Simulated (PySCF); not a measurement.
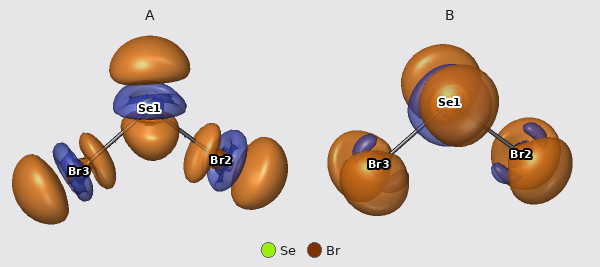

Br2Se. The two Fukui functions at ±0.02 e/Å³ (orange positive, blue negative).

PySCF calculation, TPSS/def2-SVPD, gas phase; geometry: GFN2-xTB. This is a single-reference result, which may miss multireference character in this system. No frequency check shows the geometry to be a minimum. GFN2-xTB bond lengths at metals and heavier atoms can be off by up to 0.1 Å and shapes distorted, which carries into these values.

Input script:

```python
import numpy as np
from pyscf import gto, scf, dft
from pyscf.scf import atom_ks, atom_hf
from scipy.linalg import block_diag

def solve(mol, dm0=None, hcore=None):
    mf = (dft.UKS if mol.spin else dft.RKS)(mol, xc='tpss')
    mf.grids.level = 3
    mf = mf.density_fit(auxbasis='def2-universal-jkfit')
    mf.conv_tol, mf.max_cycle = 1e-8, 80
    if hcore is not None:
        mf.get_hcore = lambda *args: hcore
    mf.kernel(dm0)
    if not mf.converged:
        mf = mf.newton().run(mf.mo_coeff, mf.mo_occ, max_cycle=30)
    assert mf.converged, 'SCF not converged'
    return mf

mol = gto.M(atom='''
Se     0.00045    -0.98031     0.00000
Br    -1.78005     0.47597     0.00000
Br     1.77961     0.47633     0.00000
''', basis='def2-svpd', charge=0, spin=0, verbose=4)
mf = solve(mol)
out = dict(e0=mf.e_tot, dm0=mf.make_rdm1(), c=mf.mo_coeff, occ=mf.mo_occ, eps=mf.mo_energy)
for name, dq, spin in [('cation', 1, 1), ('anion', -1, 1)]:
    ion = mol.copy().set(charge=mol.charge + dq, spin=spin).build()
    mi = solve(ion)
    if spin and dq > 0 and mol.nao < 130:
        c, _, stable, _ = mi.stability(return_status=True)
        if not stable:
            mi = solve(ion, mi.make_rdm1(c, mi.mo_occ))
    print(name, 'vertical energy change / eV', (mi.e_tot - mf.e_tot) * 27.211386)
    out.update({'e_' + name: mi.e_tot, 'dm_' + name: mi.make_rdm1(), 's2_' + name: mi.spin_square()[0], 'eps_' + name: mi.mo_energy, 'occ_' + name: mi.mo_occ})
# spherically averaged free atoms, for the promolecule
atm = atom_ks.get_atm_nrks(mol, xc='tpss')
pro = block_diag(*[(atm[a[0]][2] * atm[a[0]][3]) @ atm[a[0]][2].T for a in mol._atom])
np.savez('result.npz', pro=pro, **out)
```

Launched as:

```sh
OMP_NUM_THREADS=1 python input.py
```

The run took 10 min on 1 thread of Arm Neoverse V2, with other jobs on the host, peak memory 0.6 GiB.

Partitions, critical points and surface values were worked out afterwards from this run's density.

**Which panel is f⁻ (electron removed) and which f⁺ (electron added)?**

A is f⁺, B is f⁻. f⁻ (Hirshfeld-condensed) is largest on Se1 (0.39) and Br2 and Br3 (0.30 each); the vertical ionisation energy is 8.82 eV. f⁺ (Hirshfeld-condensed) is largest on Se1 (0.38) and Br2 and Br3 (0.31 each); the vertical electron affinity is 1.28 eV (the stability of the anion's solution wasn't checked; the anion's highest orbital has positive energy, so this value and f⁺ depend on the basis).

**What chemical potential and hardness follow from the two energies?**

μ = −(I + A)/2 = −5.05 eV and η = I − A = 7.54 eV.
